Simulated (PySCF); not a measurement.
C3H6B (SMILES B[C@H]1[CH]C1) (doublet)

Input

```
{"job": {"kind": "epr", "basis": "pcH-1"}, "charge": 0, "multiplicity": 2}
B      1.326056    -0.713917     0.125842
C     -0.013164    -0.307637    -0.516613
C     -1.190853    -0.242707     0.373005
C     -0.722210     1.018224    -0.151164
H      1.634628    -0.239277     1.149965
H      2.016853    -1.502593    -0.391618
H     -0.220289    -0.637433    -1.530952
H     -1.330817    -0.589967     1.374536
H     -1.266373     1.491065    -0.957189
H     -0.224949     1.728897     0.501660
```

Launched as:

```sh
OMP_NUM_THREADS=1 python probes_run.py task.json out
```

Geometry: GFN2-xTB.

These are results of UKS B3LYP, pcH-1 on B C H, non-relativistic, mean-field spin-orbit, GIAO in PySCF, not measurements.

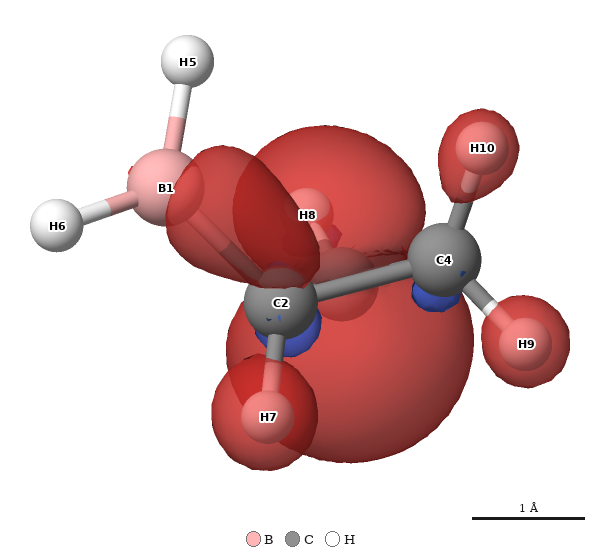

Figure 1. Isosurfaces of the spin density at +0.02 (red) and −0.02 e/Å³ (blue), seen at a tilt.

> Where is the unpaired spin?

The unpaired spin (1 electron) lies mostly on C3 (about 0.7), in electrons by Hirshfeld's partition.

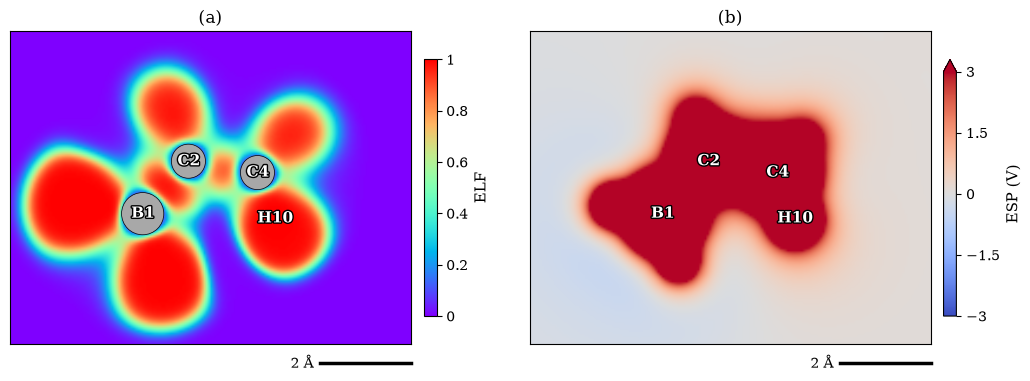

Figure 2. (a) electron localisation function; (b) electrostatic potential on the plane of atoms B1, C2 and C4. Grey discs cover the atomic cores in the ELF map.

> Read the bonding off the picture.

- Atoms in the plane: B, C and H.
- C–B (1.54 Å): the ELF peaks at about 0.95 between the atoms, as expected for a shared electron pair.
- C–H (1.09 Å): the ELF climbs to about 1 towards the hydrogen, as it does in any bond to H (a covalent bond by its length).
- C–C (1.55 Å): the ELF peaks at about 0.85 between the atoms, as expected for a shared electron pair.
- Outside the dense part of the molecule the potential is most negative (−0.4 V) near H6, which lies off the plane.

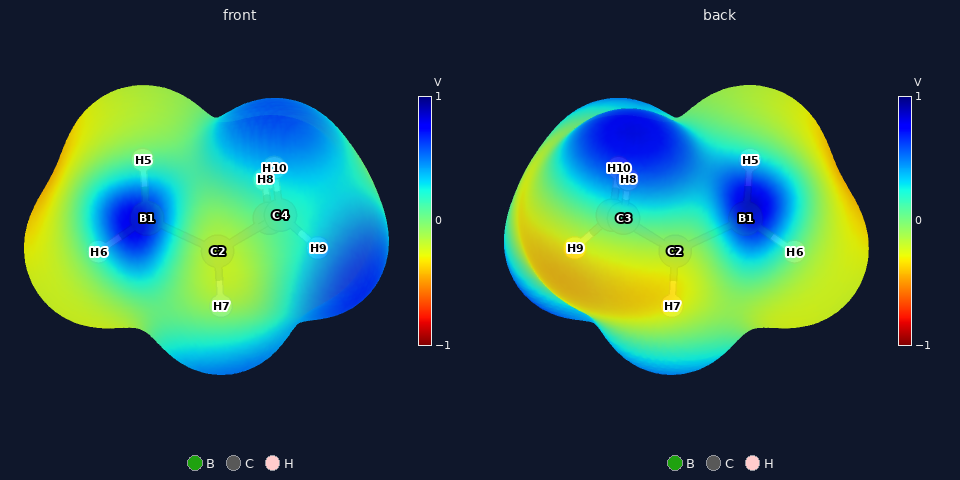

Figure 3. The electrostatic potential painted on the density surface at 0.001 e/bohr³, seen from the front and from behind; the colour scale runs from red (negative) to blue (positive).

> Which sites attract a positive test charge, and which a negative one?

A positive charge is drawn to the negative regions and a negative charge to the positive ones. The most negative region (about −0.4 V) lies over C3 and H6, the most positive (about +0.8 V) over B1 and H8.
